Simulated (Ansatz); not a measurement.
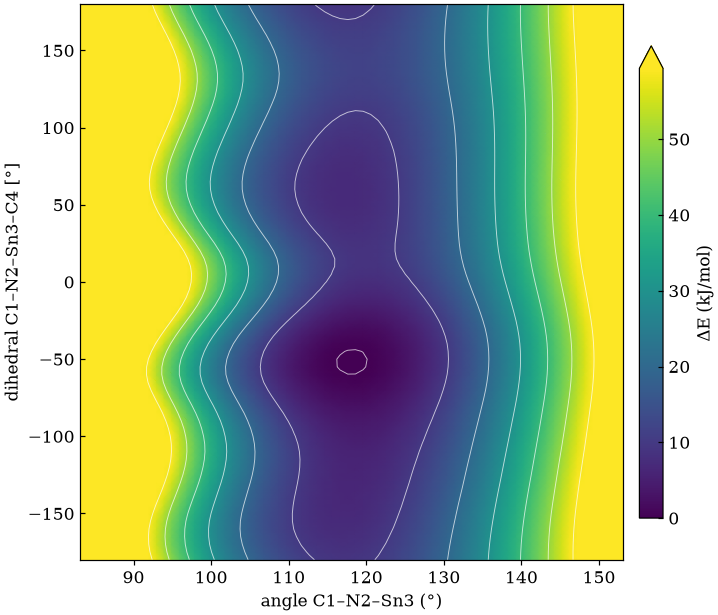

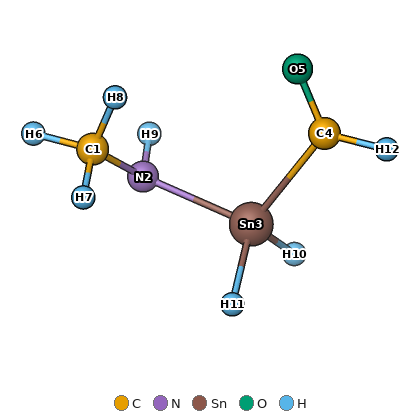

Energy landscape of C2H7NOSn, SMILES C[NH][SnH2][CH]=O. 
- First axis: angle C1–N2–Sn3. Second axis: dihedral C1–N2–Sn3–C4.
- Nothing is relaxed (all other coordinates rigid).
- The scan uses a 15 × 15 grid.
- All energies are given in kJ/mol relative to the lowest grid point.
- The calculation used Ansatz 0.2.0, RKS PBE-D4/def2-SVP.

The picture shows a smooth colour map with a few white contour lines, one colour for all values above the top of the scale. Between grid points the surface is interpolated. The second picture is the structure at the lowest point.

### Summarise what can be read from the map.

The lowest grid point is at angle C1–N2–Sn3 = 118.1°, dihedral C1–N2–Sn3–C4 = −60°. The highest grid point, angle C1–N2–Sn3 = 83.1°, dihedral C1–N2–Sn3–C4 = 12°, lies 171 kJ/mol above the lowest. Round the minimum the two coordinates are weakly coupled (coupling −0.06 in units of the two stiffnesses).

Each point was launched as `ansatz run input.yaml --threads 1 --pin off --max-ram 2560MiB --backend cpu --events-out ev --progress --plain --runs-dir out`. Time for the 225 points that were run: 14 min on 1 thread of Intel(R) Xeon(R) 6975P-C (Granite Rapids) (shared host).
